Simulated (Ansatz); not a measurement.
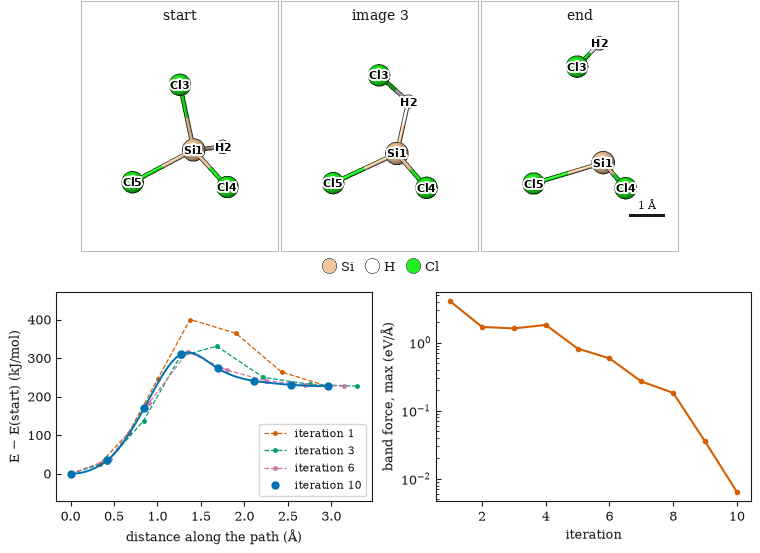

NEB run on SiHCl3. Images are numbered from 0 (start) to 7 (end). The plot follows the band through its iterations. Style: ball-and-stick. Shown at a tilt.

Level of theory: RKS BHLYP-D4/def2-SVP (Ansatz 0.2.0).

Input file:
```yaml
crystal:
  periodic: [false, false, false]
  atoms:
    - { symbol: Si, position_ang: [0.16408, 0.0, 0.249493] }
    - { symbol: H, position_ang: [-0.078506, 0.0, 1.690976] }
    - { symbol: Cl, position_ang: [2.17241, 0.0, -0.110599] }
    - { symbol: Cl, position_ang: [-0.668642, 1.663458, -0.589036] }
    - { symbol: Cl, position_ang: [-0.668642, -1.663458, -0.589036] }
basis:
  gaussian: { orbitals: def2-SVP }
hamiltonian:
  xc: { name: BHLYP }
  dispersion: d4
neb:
  order_check: false
  images: 6
  f_tol: 0.03
  max_iterations: 60
  climbing: false
  final_atoms:
    - { symbol: Si, position_ang: [-1.09794989, 0.0, 0.08830626] }
    - { symbol: H, position_ang: [1.70154049, 0.0, 2.12213595] }
    - { symbol: Cl, position_ang: [1.94548739, 0.0, 0.86491685] }
    - { symbol: Cl, position_ang: [-0.81418899, 1.615014, -1.21178053] }
    - { symbol: Cl, position_ang: [-0.81418899, -1.615014, -1.21178053] }
  initial_path:
    images:
      - { positions_ang: [[0.16408, 0.0, 0.249493], [-0.078506, 0.0, 1.690976], [2.17241, 0.0, -0.110599], [-0.668642, 1.663458, -0.589036], [-0.668642, -1.663458, -0.589036]] }
      - { positions_ang: [[0.11732541, 0.0, 0.17803265], [0.13187356, 0.0, 1.64315391], [2.19834542, 0.0, 0.07968243], [-0.76342219, 1.68478429, -0.62453549], [-0.76342219, -1.68478429, -0.62453549]] }
      - { positions_ang: [[0.07057083, 0.0, 0.10657229], [0.34225311, 0.0, 1.59533181], [2.22428084, 0.0, 0.26996386], [-0.85820239, 1.70611057, -0.66003499], [-0.85820239, -1.70611057, -0.66003499]] }
      - { positions_ang: [[0.02381624, 0.0, 0.03511194], [0.55263267, 0.0, 1.54750972], [2.25021625, 0.0, 0.4602453], [-0.95298258, 1.72743686, -0.69553448], [-0.95298258, -1.72743686, -0.69553448]] }
      - { positions_ang: [[-0.15647374, 0.0, 0.01208526], [0.80692502, 0.0, 1.609104], [2.21779874, 0.0, 0.5996047], [-0.97377501, 1.72051629, -0.78449798], [-0.97377501, -1.72051629, -0.78449798]] }
      - { positions_ang: [[-0.47029913, 0.0, 0.03749226], [1.10513018, 0.0, 1.78011465], [2.12702829, 0.0, 0.68804209], [-0.92057967, 1.68534886, -0.9269255], [-0.92057967, -1.68534886, -0.9269255]] }
      - { positions_ang: [[-0.78412451, 0.0, 0.06289926], [1.40333533, 0.0, 1.9511253], [2.03625784, 0.0, 0.77647947], [-0.86738433, 1.65018143, -1.06935302], [-0.86738433, -1.65018143, -1.06935302]] }
      - { positions_ang: [[-1.09794989, 0.0, 0.08830626], [1.70154049, 0.0, 2.12213595], [1.94548739, 0.0, 0.86491685], [-0.81418899, 1.615014, -1.21178053], [-0.81418899, -1.615014, -1.21178053]] }
```

Command:
```bash
ansatz run input.yaml --threads 1 --pin off --max-ram 2048MiB --backend cpu --events-out ev --progress --plain --runs-dir out
```

Q: Did the band converge, and can the barrier be trusted?

A: The run is converged, with reservations. The band converged in 10 iterations. The largest component of the band force went from 4.1 to 0.0064 eV/Å. No image climbed, so the highest image needn't lie on the saddle point, and the true maximum along this path can be higher. The first iteration put the highest image at 400.4 kJ/mol. The highest point, image 3, lies 310.1 kJ/mol above the start and 82.8 kJ/mol above the end; the end is at +227.3 kJ/mol relative to the start.
